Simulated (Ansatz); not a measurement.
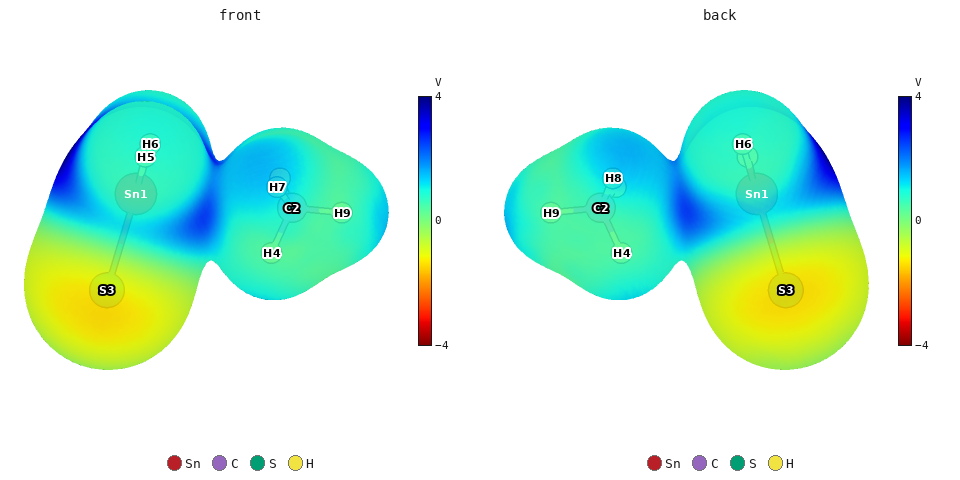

*H2SSn···CH4. The electrostatic potential painted on the density surface at 0.004 e/bohr³, seen from the front and from behind; the colour scale runs from red (negative) to blue (positive).*

The product side of a reaction path; geometry: PBE0-D4/def2-TZVP; core potentials replace the inner electrons of Sn.

All numbers below come from RKS PBE0-D4/def2-TZVPP (Ansatz).

```xyz
9

Sn    0.0459   -1.7465    0.7232
C    -0.0492    1.4228   -0.5457
S     0.6835   -2.9145   -1.0313
H     0.2510    0.7245   -1.3277
H     1.0962   -1.0600    1.8865
H    -1.5776   -1.4306    1.1615
H     0.6729    1.4041    0.2723
H    -1.0451    1.1701   -0.1780
H    -0.0776    2.4302   -0.9608
```

Describe the electrostatic potential map.

Answer. The most negative region (about −1.4 V) lies over S3, the most positive (about +3.8 V) over Sn1.
